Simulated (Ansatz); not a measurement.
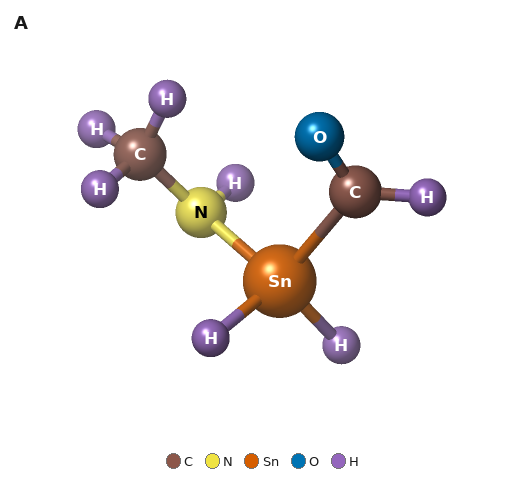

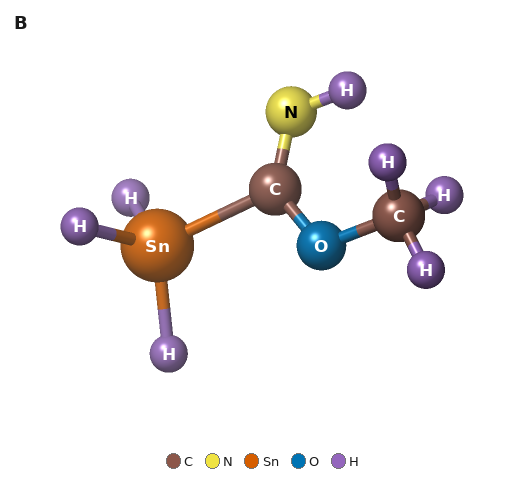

2 stationary structures of one formula. Geometries: PBE-D4/def2-SVP. Electronic energies: PBE-D4/def2-SVP (Ansatz 0.2.0), without zero-point energy. No frequency run is at hand to confirm each as a minimum. Each is one conformer, not always the lowest.

How are they related?

Answer. They are constitutional isomers of C2H7NOSn: A `C[NH][SnH2][CH]=O`, B `[H]/N=[C](/[SnH3])OC`.

Which is lowest in energy, and by how much?

Answer. B is lowest; A lies 0.105 eV above it.
